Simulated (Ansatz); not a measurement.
A ladder of methods for AlHBr (SMILES [AlH][Br])

The species is AlHBr (3 atoms), meant as a doublet with charge 0. SMILES: `[AlH][Br]`. The coordinates come from a PBE0-D4/def2-TZVP relaxation.

```xyz
3

Al   -0.2967   -0.6280   -0.2391
Br    1.5845    0.0086    0.8711
H    -1.2989    0.5546   -0.6453
```

Quantity: the energy change with the Al1–Br2 bond stretched from 2.275 to 2.844 Å, in eV. The values are calculated.

| level | kind | program | value (eV) | less FCI/STO-3G | CPU time (all runs) |
| --- | --- | --- | --- | --- | --- |
| UHF/STO-3G | Hartree–Fock | Ansatz | 1.86 | +0.13 | 0.46 s |
| UB3LYP/STO-3G | global hybrid | Ansatz | 1.52 | -0.21 | 4.3 s |
| UBHLYP/STO-3G | global hybrid | Ansatz | 1.69 | -0.04 | 4 s |
| UHSE06/STO-3G | range-separated hybrid | Ansatz | 1.66 | -0.07 | 5.3 s |
| RPA@PBE/STO-3G | RPA | Ansatz | 1.42 | -0.31 | 7.5 s |
| UMP2/STO-3G | perturbation theory | Ansatz | 1.83 | +0.10 | 0.59 s |
| UCCSD(T)/STO-3G | coupled cluster or CI | Ansatz | 1.73 | 0.00 | 1.2 s |
| UCCSD/STO-3G | coupled cluster or CI | Ansatz | 1.73 | 0.00 | 1.1 s |
| FCI/STO-3G | exact in the basis | Ansatz | 1.73 | 0.00 | 2.4 s |

FCI/STO-3G is exact within its basis and frozen core, so for wave-function methods in that basis the difference is their error; functionals converge differently with the basis, so for them it is only a difference. All-electron rows without a relativistic Hamiltonian named are non-relativistic. The first shape isn't each level's own minimum. The values span 1.42 to 1.86 eV. All rows use very small basis sets, so none should be taken for the real molecule's value. In the correlated wave-function rows the outer d shell of Br is correlated, in sets not made for it. Times are those of the runs behind each value, whatever else they computed, on shared processors of several kinds: orders of magnitude only.

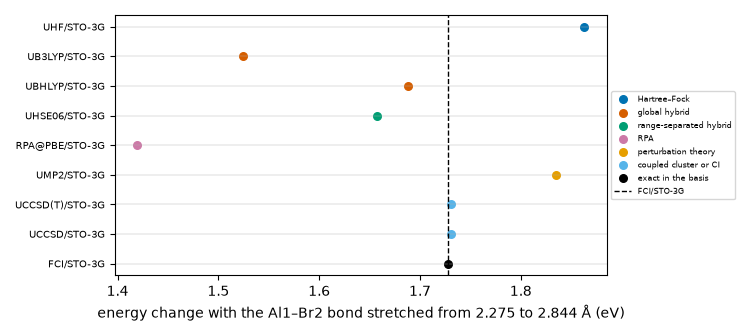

The values of the table, level by level.
